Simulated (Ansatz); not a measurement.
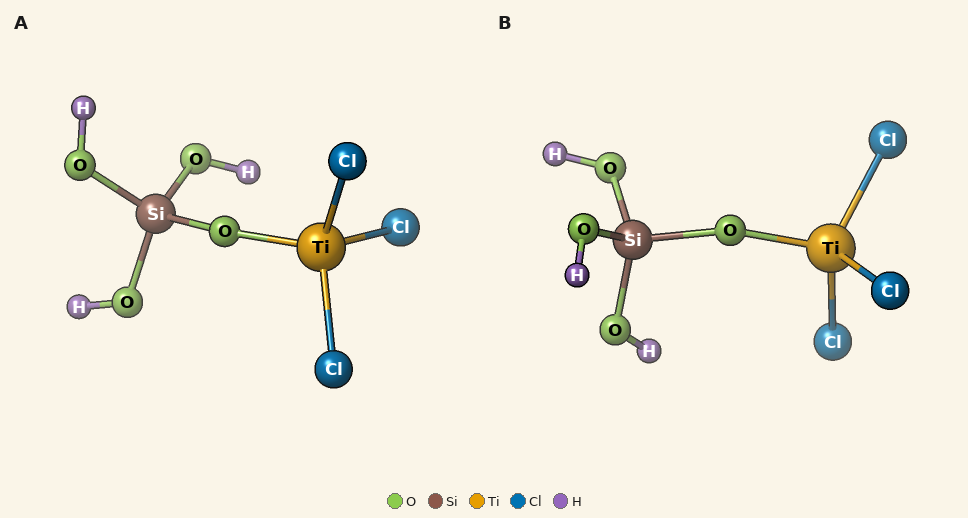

Distant atoms are faded towards the background colour. The species is neutral and a spin singlet. The geometry was computed by an optimisation with PBE0-D4/def2-TZVP.

Are A and B the same structure? If not, how do they differ?

Answer. No. They are mirror images that no rotation superimposes: the geometry of Cl3H3O4SiTi is chiral (C1). Their energies are equal.
